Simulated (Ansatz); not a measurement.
# Cs3ScCl6: a short molecular-dynamics run

A trajectory of Cs3ScCl6, a randomly packed cell with 10 atoms that was not relaxed first: 20 steps of 1.5 fs under a Langevin thermostat at 600 K.

All numbers below are computed with Ansatz 0.2.0 (DFT PBE, plane waves, PAW, scalar-relativistic, no spin polarisation).

## 1. The starting structure

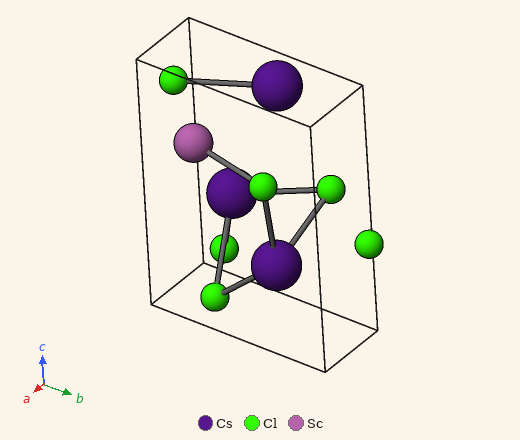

Start, viewed slightly off an axis; caesium purple, chlorine green, scandium pink. Each atom of the cell is drawn once.

As a file:

```
Cs Cl Sc
1.0
     6.97869    0.32269    1.97889
     0.98694    6.47698   -0.49541
    -0.29769   -1.32184    8.85002
Cs Cl Sc
3 6 1
Direct
  0.22973 0.55716 0.90353
  0.69348 0.63885 0.27321
  0.29095 0.27219 0.39765
  0.85073 0.63778 0.61970
  0.03984 0.12636 0.08834
  0.58032 0.22842 0.01119
  0.37325 0.99522 0.79562
  0.98870 0.96341 0.32886
  0.23658 0.83885 0.56040
  0.76271 0.21612 0.66759
```

## 2. The run

Contents of input.yaml:

```yaml
crystal:
  lattice:
    - [6.978693, 0.322694, 1.978892]
    - [0.98694, 6.476985, -0.495415]
    - [-0.297694, -1.321841, 8.850023]
  atoms:
    - { symbol: Cs, position: [0.229727, 0.557163, 0.903527] }
    - { symbol: Cs, position: [0.693478, 0.638853, 0.273212] }
    - { symbol: Cs, position: [0.29095, 0.272194, 0.397654] }
    - { symbol: Cl, position: [0.850728, 0.63778, 0.619705] }
    - { symbol: Cl, position: [0.039842, 0.12636, 0.088336] }
    - { symbol: Cl, position: [0.580317, 0.228419, 0.011194] }
    - { symbol: Cl, position: [0.373249, 0.995219, 0.79562] }
    - { symbol: Cl, position: [0.9887, 0.963412, 0.328856] }
    - { symbol: Cl, position: [0.23658, 0.838852, 0.560404] }
    - { symbol: Sc, position: [0.762711, 0.216124, 0.667594] }
kpoints:
  mp_grid: { grid: [2, 3, 2] }
magnetization:
  spin_polarized: false
scf:
  occupations: { method: fermi_dirac, width: 0.1 }
hamiltonian:
  pseudopotentials: { kind: paw }
  xc: pbe
basis:
  ecutwfc: 420
md:
  timestep: 1.5
  n_steps: 20
  ensemble: nvt_langevin
  temperature: 600.0
  initial_velocities: maxwell_boltzmann
  seed: 739480
```

Started as:

```
ansatz run input.yaml --threads 2 --pin off --max-ram 2560MiB --backend cpu --events-out ev --progress --plain --runs-dir out
```

The program printed, shortened:

```text
Warning: md: disabling space-group detection — thermal motion breaks the input geometry's symmetry, so no spatial operation reduces the k-mesh or symmetrises the density; time reversal is kept, so that k and −k are solved as one point where they differ and the mesh holds both, and exact [...]
Warning: RAYON_NUM_THREADS=2 ignored (pool sized by the plan → 2); use --threads N
[...]
Pseudopotentials: kind: paw
Pseudopotential: Cs, paw, valence charge 9, recommended cutoff 420 eV (normal), Cs.paw.azcp
Pseudopotential: Cl, paw, valence charge 7, recommended cutoff 420 eV (normal), Cl.paw.azcp
Pseudopotential: Sc, paw, valence charge 11, recommended cutoff 420 eV (normal), Sc.paw.azcp
Functional definition: PBE
[...]
Crystal: 10 atoms, lattice volume = 393.922 Å³
Basis set: ecut = 420 eV, 7671 PW (Γ), exchange–correlation on 100×90×120 points (8 copies of the dense FFT grid, shifted against one another)
Bands: 50, of which v1, the nominal top of the filled ones, is band 40 counted from 1 (39 counted from 0)
Symmetry: 1 space group operations
k-points: 8 of 12 (time reversal used)
[...]
SCF iter   1: F=—  HF=-25635.859325 eV  |F-HF|=—  |Δ(HF+E_count)|=         —  Δρ=5.07e-3  dr2=2.14e-1  ethr=1.77e-3  ⟨swp⟩=9.0  Hψ=1869  notcnv=0
[...]
md step     0: t =     0.00 fs  T =   540.0 K  F+E_penalty+E_count = -25635.85423115 eV  E_kin = 0.698004 eV  (13 SCF iters)
[...]
md step     5: t =     7.50 fs  T =   341.4 K  F+E_penalty+E_count = -25635.71856748 eV  E_kin = 0.441314 eV  (7 SCF iters)
[...]
md step    10: t =    15.00 fs  T =   454.2 K  F+E_penalty+E_count = -25635.86368286 eV  E_kin = 0.587036 eV  (11 SCF iters)
[...]
md step    15: t =    22.50 fs  T =   790.6 K  F+E_penalty+E_count = -25636.24106647 eV  E_kin = 1.021970 eV  (7 SCF iters)
[...]
md step    19: t =    28.50 fs  T =  1151.2 K  F+E_penalty+E_count = -25636.67729807 eV  E_kin = 1.488050 eV  (8 SCF iters)
[...]
md step    20: t =    30.00 fs  T =  1278.5 K  F+E_penalty+E_count = -25636.80496134 eV  E_kin = 1.652606 eV  (10 SCF iters)
SCF converged after 10 iterations
Free energy (F): -25636.804961 eV
[...]
E sigma→0 (E₀):  -25636.674994 eV
Entropy (-TS):   -0.259935 eV (-25.994 meV/atom)
Fermi energy:    3.249147 eV
[...]
--- Forces (eV/Å), atoms counted from 1 ---
  atom   1  Cs    -0.21993107     0.33719366     0.14371639
  atom   2  Cs     0.03944736    -0.14222042     0.05429755
  atom   3  Cs    -0.15877012    -0.00349935    -0.36020206
  atom   4  Cl    -0.68628327    -2.23284912     0.46066655
  atom   5  Cl     0.28690134     0.64033023    -0.43171130
  atom   6  Cl     0.61872787     0.85252014    -1.06621763
  atom   7  Cl     1.23720468     1.04071860    -0.14279564
  atom   8  Cl    -1.56430335     0.83432510     1.52002116
[...]
--- MD trajectory: 20 steps, t = 0.0 → 30.0 fs ---
  final state: T = 1278.5 K   F+E_penalty+E_count = -25636.80496134 eV   E_kin = 1.652606 eV
```

It took 3.8 min on 2 threads of Arm Neoverse N1, shared host; peak memory 0.8 GiB.

## 3. The trajectory

The trajectory, step by step (energies from step 0); msd is the mean square displacement from the start, the centre of mass held:

| time (fs) | T (K) | potential energy change (meV/atom) | msd Cl (Å²) | msd Sc (Å²) | msd Cs (Å²) |
| --- | --- | --- | --- | --- | --- |
| 0.0 | 540 | 0.0 | 0.000 | 0.000 | 0.000 |
| 1.5 | 450 | 4.7 | 0.000 | 0.000 | 0.000 |
| 3.0 | 386 | 8.1 | 0.000 | 0.000 | 0.000 |
| 4.5 | 364 | 10.9 | 0.001 | 0.001 | 0.000 |
| 6.0 | 318 | 12.7 | 0.001 | 0.001 | 0.000 |
| 7.5 | 341 | 13.6 | 0.001 | 0.002 | 0.000 |
| 9.0 | 352 | 13.1 | 0.002 | 0.002 | 0.001 |
| 10.5 | 357 | 11.5 | 0.003 | 0.003 | 0.001 |
| 12.0 | 400 | 8.7 | 0.003 | 0.003 | 0.001 |
| 13.5 | 425 | 4.4 | 0.004 | 0.004 | 0.001 |
| 15.0 | 454 | -0.9 | 0.005 | 0.004 | 0.001 |
| 16.5 | 460 | -6.9 | 0.006 | 0.005 | 0.002 |
| 18.0 | 464 | -13.2 | 0.007 | 0.005 | 0.002 |
| 19.5 | 622 | -20.6 | 0.009 | 0.006 | 0.002 |
| 21.0 | 708 | -29.2 | 0.011 | 0.007 | 0.002 |
| 22.5 | 791 | -38.7 | 0.013 | 0.007 | 0.003 |
| 24.0 | 867 | -48.7 | 0.016 | 0.008 | 0.003 |
| 25.5 | 981 | -59.2 | 0.019 | 0.009 | 0.003 |
| 27.0 | 1095 | -70.4 | 0.023 | 0.009 | 0.004 |
| 28.5 | 1151 | -82.3 | 0.027 | 0.010 | 0.004 |
| 30.0 | 1279 | -95.1 | 0.032 | 0.011 | 0.005 |

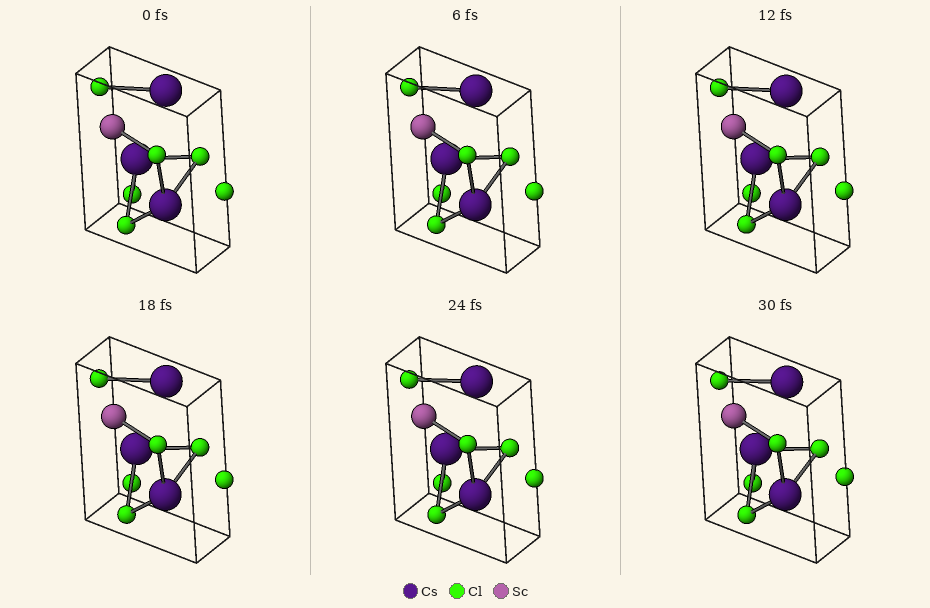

Six frames of the run, seen slightly off an axis. Each atom of the cell is drawn once. Atoms are followed across the cell's faces. Sticks are the contacts of the first frame, kept unless stretched by 40 %.

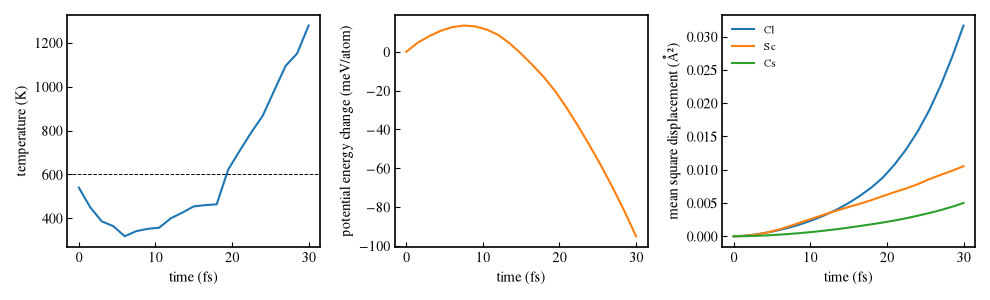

Time series of the run, each on its own scale. The dashed line is the set temperature.

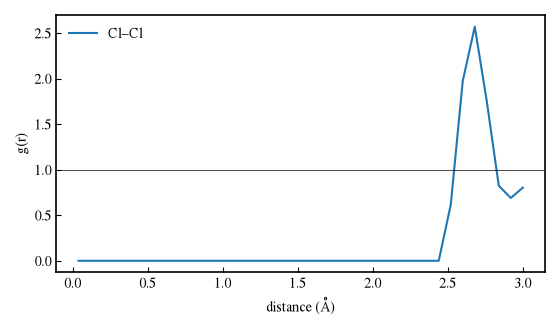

Pair distribution functions over the second half of the run, in bins of 0.08 Å, lightly smoothed, out to 3.1 Å.

First peaks of g(r) (not always the tallest), and, where a minimum follows, the mean number of second-named atoms round a first-named one up to the next minimum:

| pair | peak (Å) | height | minimum (Å) | neighbours |
| --- | --- | --- | --- | --- |
| Cl–Cl | 2.68 | 2.6 | - | - |

## 4. Snapshots as a file

Extended XYZ, with forces in eV/Å:

```xyz
10
Lattice="6.979 0.323 1.979 0.987 6.477 -0.495 -0.298 -1.322 8.850" Properties=species:S:1:pos:R:3:forces:R:3 pbc="T T T" time_fs=3.0 T=386 dE=0.0809
Cs    1.882    2.494    8.165   -0.220    0.289    0.107
Cs    5.388    3.998    3.475    0.019   -0.181    0.024
Cs    2.184    1.327    3.965   -0.024    0.065   -0.327
Cl    6.386    3.602    6.850   -0.735   -1.863    0.319
Cl    0.364    0.695    0.811    0.213    1.145   -0.933
Cl    4.274    1.659    1.154    0.788    0.847   -0.756
Cl    3.351    5.508    7.273    1.326    0.824    0.108
Cl    7.753    6.118    4.394   -1.472   -0.058    2.352
Cl    2.310    4.770    5.008   -0.307   -0.237   -1.104
Sc    5.337    0.780    7.312    0.412   -0.830    0.208
10
Lattice="6.979 0.323 1.979 0.987 6.477 -0.495 -0.298 -1.322 8.850" Properties=species:S:1:pos:R:3:forces:R:3 pbc="T T T" time_fs=7.5 T=341 dE=0.1357
Cs    1.883    2.502    8.154   -0.217    0.280    0.117
Cs    5.387    3.993    3.478    0.025   -0.165    0.032
Cs    2.194    1.323    3.972   -0.040    0.059   -0.329
Cl    6.387    3.620    6.851   -0.740   -1.907    0.330
Cl    0.349    0.675    0.821    0.249    1.127   -0.972
Cl    4.283    1.667    1.179    0.721    0.830   -0.819
Cl    3.354    5.498    7.258    1.314    0.861    0.182
Cl    7.750    6.111    4.404   -1.437   -0.032    2.346
Cl    2.304    4.769    4.994   -0.290   -0.234   -1.087
Sc    5.338    0.804    7.321    0.416   -0.820    0.198
10
Lattice="6.979 0.323 1.979 0.987 6.477 -0.495 -0.298 -1.322 8.850" Properties=species:S:1:pos:R:3:forces:R:3 pbc="T T T" time_fs=12.0 T=400 dE=0.0874
Cs    1.885    2.510    8.144   -0.220    0.280    0.128
Cs    5.385    3.992    3.484    0.032   -0.155    0.036
Cs    2.207    1.322    3.976   -0.068    0.049   -0.336
Cl    6.378    3.632    6.854   -0.730   -1.955    0.348
Cl    0.332    0.666    0.823    0.266    1.070   -0.935
Cl    4.298    1.676    1.197    0.663    0.817   -0.891
Cl    3.365    5.494    7.236    1.315    0.907    0.227
Cl    7.743    6.102    4.426   -1.398    0.054    2.264
Cl    2.295    4.766    4.976   -0.272   -0.240   -1.032
Sc    5.336    0.821    7.333    0.410   -0.827    0.192
10
Lattice="6.979 0.323 1.979 0.987 6.477 -0.495 -0.298 -1.322 8.850" Properties=species:S:1:pos:R:3:forces:R:3 pbc="T T T" time_fs=15.0 T=454 dE=-0.0095
Cs    1.888    2.516    8.138   -0.222    0.285    0.135
Cs    5.385    3.991    3.486    0.036   -0.153    0.037
Cs    2.216    1.320    3.979   -0.085    0.040   -0.344
Cl    6.368    3.635    6.860   -0.722   -1.997    0.361
Cl    0.322    0.667    0.824    0.272    1.015   -0.876
Cl    4.308    1.681    1.201    0.639    0.814   -0.933
Cl    3.376    5.496    7.218    1.306    0.933    0.221
Cl    7.732    6.098    4.448   -1.390    0.149    2.181
Cl    2.286    4.761    4.958   -0.240   -0.247   -0.958
Sc    5.338    0.829    7.339    0.406   -0.838    0.176
10
Lattice="6.979 0.323 1.979 0.987 6.477 -0.495 -0.298 -1.322 8.850" Properties=species:S:1:pos:R:3:forces:R:3 pbc="T T T" time_fs=18.0 T=464 dE=-0.1317
Cs    1.890    2.523    8.132   -0.223    0.291    0.139
Cs    5.386    3.989    3.488    0.040   -0.149    0.040
Cs    2.224    1.321    3.981   -0.099    0.029   -0.350
Cl    6.362    3.634    6.867   -0.724   -2.038    0.374
Cl    0.310    0.671    0.823    0.277    0.956   -0.812
Cl    4.317    1.686    1.202    0.624    0.815   -0.970
Cl    3.388    5.500    7.201    1.294    0.952    0.196
Cl    7.720    6.095    4.472   -1.395    0.249    2.090
Cl    2.276    4.755    4.937   -0.194   -0.252   -0.866
Sc    5.341    0.835    7.346    0.400   -0.853    0.160
10
Lattice="6.979 0.323 1.979 0.987 6.477 -0.495 -0.298 -1.322 8.850" Properties=species:S:1:pos:R:3:forces:R:3 pbc="T T T" time_fs=22.5 T=791 dE=-0.3868
Cs    1.894    2.535    8.124   -0.224    0.307    0.144
Cs    5.386    3.987    3.490    0.046   -0.143    0.046
Cs    2.237    1.320    3.980   -0.121    0.012   -0.358
Cl    6.348    3.623    6.878   -0.724   -2.109    0.402
Cl    0.289    0.682    0.821    0.277    0.845   -0.679
Cl    4.329    1.692    1.204    0.612    0.823   -1.016
Cl    3.415    5.515    7.177    1.272    0.979    0.104
Cl    7.698    6.090    4.520   -1.425    0.444    1.898
Cl    2.259    4.746    4.900   -0.094   -0.270   -0.663
Sc    5.345    0.842    7.360    0.382   -0.888    0.122
10
Lattice="6.979 0.323 1.979 0.987 6.477 -0.495 -0.298 -1.322 8.850" Properties=species:S:1:pos:R:3:forces:R:3 pbc="T T T" time_fs=27.0 T=1095 dE=-0.7043
Cs    1.900    2.548    8.118   -0.223    0.326    0.144
Cs    5.389    3.986    3.492    0.044   -0.140    0.052
Cs    2.252    1.312    3.978   -0.145    0.003   -0.359
Cl    6.322    3.605    6.888   -0.708   -2.181    0.437
Cl    0.267    0.697    0.812    0.280    0.720   -0.529
Cl    4.340    1.700    1.205    0.610    0.838   -1.053
Cl    3.452    5.538    7.154    1.254    1.012   -0.031
Cl    7.672    6.087    4.574   -1.493    0.669    1.668
Cl    2.236    4.738    4.856    0.039   -0.308   -0.406
Sc    5.348    0.843    7.379    0.342   -0.938    0.077
10
Lattice="6.979 0.323 1.979 0.987 6.477 -0.495 -0.298 -1.322 8.850" Properties=species:S:1:pos:R:3:forces:R:3 pbc="T T T" time_fs=30.0 T=1279 dE=-0.9507
Cs    1.903    2.557    8.111   -0.220    0.337    0.144
Cs    5.391    3.985    3.494    0.039   -0.142    0.054
Cs    2.261    1.306    3.976   -0.159   -0.003   -0.360
Cl    6.299    3.589    6.895   -0.686   -2.233    0.461
Cl    0.256    0.709    0.807    0.287    0.640   -0.432
Cl    4.350    1.705    1.203    0.619    0.853   -1.066
Cl    3.484    5.552    7.143    1.237    1.041   -0.143
Cl    7.649    6.087    4.614   -1.564    0.834    1.520
Cl    2.217    4.729    4.827    0.148   -0.344   -0.216
Sc    5.351    0.837    7.393    0.299   -0.983    0.039
```

## 5. What came out

```
                             quantity                            value
                               length               20 steps of 1.5 fs
     temperature, first and last step                   540 and 1279 K
             temperature, second half   mean 806 K, from 454 to 1279 K
        potential energy, second half      -42 meV/atom from the start
mean square displacement, second half  Cl 0.015, Sc 0.007, Cs 0.003 Å²
```

**Reading.** Against a set 600 K the second half averages 806 K, going from 454 to 1279 K over that half; the potential energy of that half lies 42 meV/atom under the start, so the atoms have moved to lower-lying arrangements, and the energy set free heats the cell. Over the second half Cl atoms stand 0.1 Å (root mean square) from where they began, and the farthest move is 0.3 Å. Averages from a run of 30 fs with 10 atoms are rough. The k-mesh is coarse.
